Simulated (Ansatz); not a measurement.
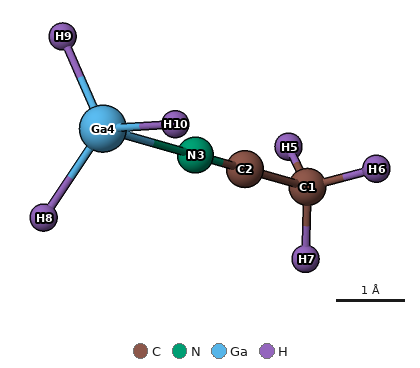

Figure 1. The structure (ball-and-stick view, seen at a tilt; atoms are numbered from 1 in the order of the input). Sticks mark near contacts.

**C$_{2}$H$_{6}$GaN: one change and its effect**

System: C$_{2}$H$_{6}$GaN.
Method of run 1: RKS wB97M-V/def2-SVP (Ansatz 0.2.0).

The geometry comes from this level: PBE0-D4/def2-TZVP. Text and figures count atoms from 1; the logs count them from 0 in places.

### The input, run 1
```yaml
crystal:
  periodic: [false, false, false]
  atoms:
    - {symbol: C, position_ang: [-1.048904, 1.001481, -1.707199]}
    - {symbol: C, position_ang: [-0.371189, 0.353924, -0.609482]}
    - {symbol: N, position_ang: [0.166052, -0.159002, 0.260136]}
    - {symbol: Ga, position_ang: [1.176435, -1.116769, 1.886153]}
    - {symbol: H, position_ang: [-2.001664, 1.407417, -1.364031]}
    - {symbol: H, position_ang: [-0.431135, 1.813418, -2.093773]}
    - {symbol: H, position_ang: [-1.232523, 0.279392, -2.504179]}
    - {symbol: H, position_ang: [0.829252, -2.606658, 1.500553]}
    - {symbol: H, position_ang: [0.369269, -0.441588, 3.061572]}
    - {symbol: H, position_ang: [2.627608, -0.582713, 1.573049]}
basis:
  gaussian: {orbitals: def2-SVP}
hamiltonian: {xc: {name: wB97M-V}}
output: {orbitals: {seedname: orbitals}}
```

Hardware: 4 CPU threads, shared host.

### Output (run 1)
```
Functional definition: wB97M-V
  parameter omega = 0.3/bohr
  parameter cx = 0.15
  parameter cx01 = 1.007
  parameter cx10 = 0.259
  parameter css00 = 0.443
  parameter css04 = -1.437
  parameter css10 = -4.535
  parameter css20 = -3.390
  parameter css43 = 4.278
  parameter cos00 = 1.000
  parameter cos10 = 1.358
  parameter cos20 = 2.924
  parameter cos21 = -8.812
  parameter cos60 = -1.390
  parameter cos61 = 9.142
  parameter b = 6.0
  parameter c = 0.01
  gx(w, u) = 1 - cx + cx01*u + cx10*w
  gss(w, u) = css00 + css04*u^4 + css10*w + css20*w^2 + css43*w^4*u^3
  gos(w, u) = cos00 + cos10*w + (cos20 + cos21*u)*w^2 + (cos60 + cos61*u)*w^6
  exchange = spin_sum(e_x_unif_sr(omega)*gx(b97_w, b97_u_x)) + cx*exact_x_sr(omega) + exact_x_lr(omega)
  correlation = spin_sum(e_c_pw_mod_same_spin*gss(b97_w, b97_u_same))
      + integral(e_c_pw_mod_opposite_spin*gos(b97_w_opposite, b97_u_opposite)) + vv10(b, c)
1070 factors; integrals over basis functions are off by at most 1.1e-3 eV
290 factors; integrals over basis functions are off by at most 8.3e-6 eV
mean field evaluation 1: about -56021.9061 eV, gradient 3.7e1 eV
mean field evaluation 2: about -56021.2099 eV, gradient 4.5e1 eV
mean field evaluation 4: about -56024.7624 eV, gradient 2.4e0 eV
mean field evaluation 8: about -56024.8494 eV, gradient 1.8e-1 eV
mean field evaluation 16: about -56024.8494 eV, gradient 3.0e-5 eV
mean field -56024.84943028 eV, -2058.8752415558 hartree, gradient 3.0e-5 eV, S^2 0.000000; 0 other end points of the search recorded, 0 dependent functions left out
reference -56024.84948316 eV, -2058.8752434993 hartree; 28, 28 occupied and 76, 76 virtual orbitals, 1070 factors
Total energy: -56024.84948316 eV, -2058.8752434993 hartree
```

Run 2 used a changed input.

### The two runs side by side

| quantity | run 1 | run 2 |
| --- | --- | --- |
| outcome | converged | converged |
| total energy (hartree) | −2058.875243 | −2059.328501 |
| HOMO (eV) | −9.40 | −9.51 |
| LUMO (eV) | 1.91 | 0.77 |
| basis functions | 104 | 440 |
| wall time (shared host) | 10 s | 44 s |

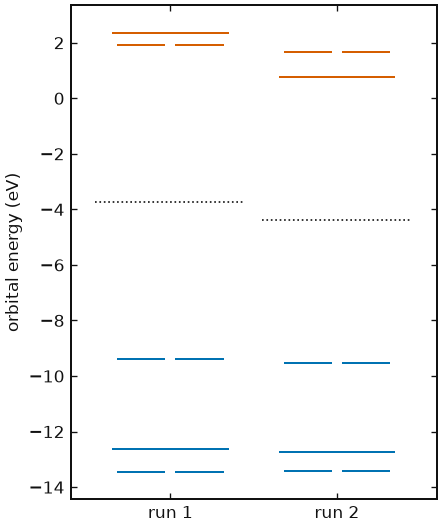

Figure 2. The five highest filled and three lowest empty orbital energies of the two runs; the dotted lines part filled from empty levels. The HOMO–LUMO gap is 11.30 eV in run 1 and 10.29 eV in run 2.

What was changed in the input?

The change (lines with − go, lines with + come):
```diff
-  gaussian: {orbitals: def2-SVP}
+  gaussian: {orbitals: "def2-QZVPP.json"}
```

The total energy of run 2 is 284.4 kcal/mol lower, which measures the change of basis and not a stability. The HOMO goes from −9.40 to −9.51 eV. The LUMO goes from 1.91 to 0.77 eV. The basis functions go from 104 to 440.

### Output (run 2)
```
Functional definition: wB97M-V
  parameter omega = 0.3/bohr
  parameter cx = 0.15
  parameter cx01 = 1.007
  parameter cx10 = 0.259
  parameter css00 = 0.443
  parameter css04 = -1.437
  parameter css10 = -4.535
  parameter css20 = -3.390
  parameter css43 = 4.278
  parameter cos00 = 1.000
  parameter cos10 = 1.358
  parameter cos20 = 2.924
  parameter cos21 = -8.812
  parameter cos60 = -1.390
  parameter cos61 = 9.142
  parameter b = 6.0
  parameter c = 0.01
  gx(w, u) = 1 - cx + cx01*u + cx10*w
  gss(w, u) = css00 + css04*u^4 + css10*w + css20*w^2 + css43*w^4*u^3
  gos(w, u) = cos00 + cos10*w + (cos20 + cos21*u)*w^2 + (cos60 + cos61*u)*w^6
  exchange = spin_sum(e_x_unif_sr(omega)*gx(b97_w, b97_u_x)) + cx*exact_x_sr(omega) + exact_x_lr(omega)
  correlation = spin_sum(e_c_pw_mod_same_spin*gss(b97_w, b97_u_same))
      + integral(e_c_pw_mod_opposite_spin*gos(b97_w_opposite, b97_u_opposite)) + vv10(b, c)
1472 factors; their error is unknown
353 factors; integrals over basis functions are off by at most 9.6e-6 eV
mean field evaluation 1: about -56033.2109 eV, gradient 4.6e1 eV
mean field evaluation 2: about -56033.0237 eV, gradient 5.1e1 eV
mean field evaluation 4: about -56037.0772 eV, gradient 2.7e0 eV
mean field evaluation 8: about -56037.0957 eV, gradient 5.2e-2 eV
mean field evaluation 16: about -56037.1832 eV, gradient 1.5e-5 eV
mean field -56037.18318115 eV, -2059.3284985402 hartree, gradient 1.5e-5 eV, S^2 0.000000; 0 other end points of the search recorded, 0 dependent functions left out
reference -56037.18325557 eV, -2059.3285012752 hartree; 28, 28 occupied and 412, 412 virtual orbitals, 1472 factors
Total energy: -56037.18325557 eV, -2059.3285012752 hartree
```
